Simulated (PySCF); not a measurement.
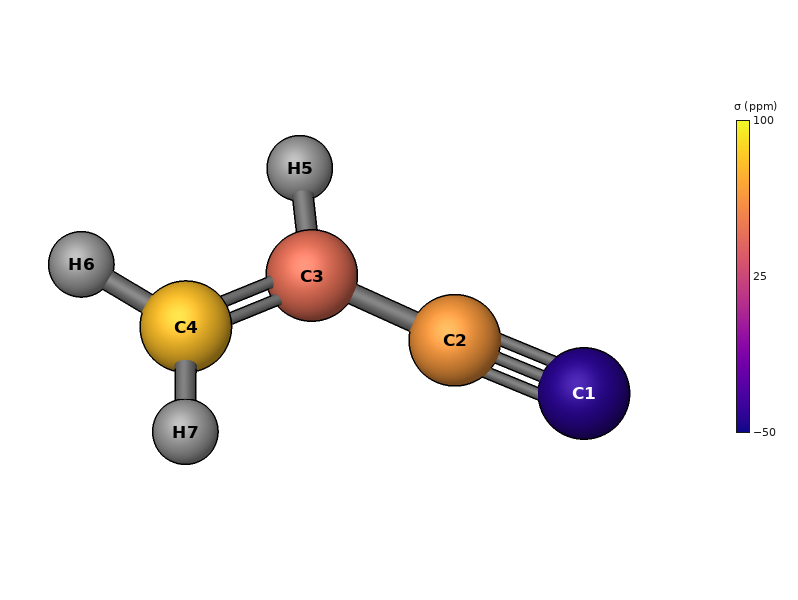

Atoms are coloured by their isotropic NMR shieldings (C only, the others grey). The species has charge −1 and is a spin singlet. The geometry was computed by an optimisation with PBE0-D3(BJ)/def2-SVP. No frequency run is at hand to confirm it as a minimum. Level of theory: GIAO PBE0/pcSseg-2 NMR shielding, non-relativistic, gas phase (PySCF 2.14.0).

List the isotropic NMR shieldings of the C atoms.

| atom | σ (ppm) |
| --- | --- |
| C1 | −42.5 |
| C2 | 64.5 |
| C3 | 46.1 |
| C4 | 79.9 |
